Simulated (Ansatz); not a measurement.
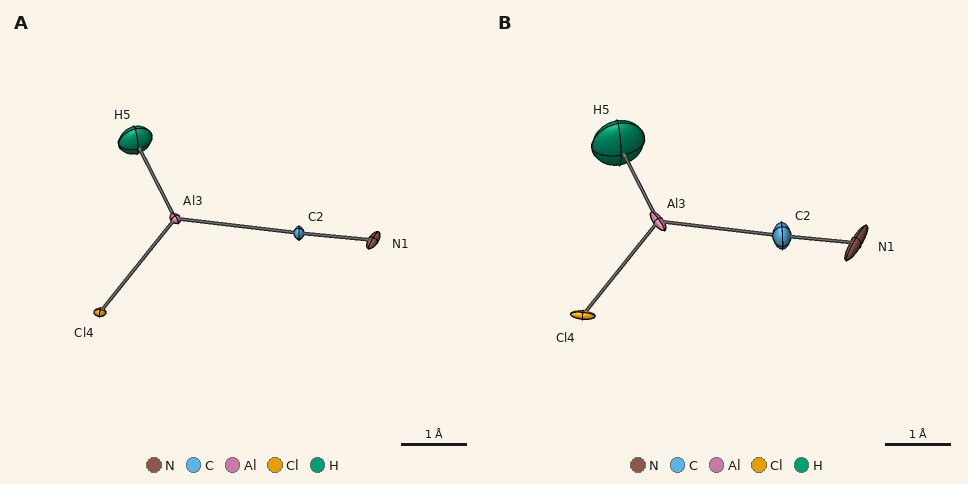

Displacement ellipsoids at the 50 % level, from the internal vibrations of the free molecule (harmonic, no overall translation or rotation; no half-axis is drawn under 0.075 Å). Vibrations computed with RKS PBE0-D4/def2-TZVP (Ansatz 0.2.0). One panel is for 200 K, the other for 900 K.

Question: Which panel is for 900 K?

Answer: B.

Question: How much does the mean-square displacement of N1 grow, and why?

Answer: U_eq goes from 0.0053 to 0.0214 Å², a factor of 4.1. Modes below kT (626 cm⁻¹ at 900 K) grow about in proportion to T, and the lowest lies at 110 cm⁻¹; the mean-square amplitude of a mode is its zero-point value times coth(ħω/2kT), which comes close to 1 only above about 3kT.
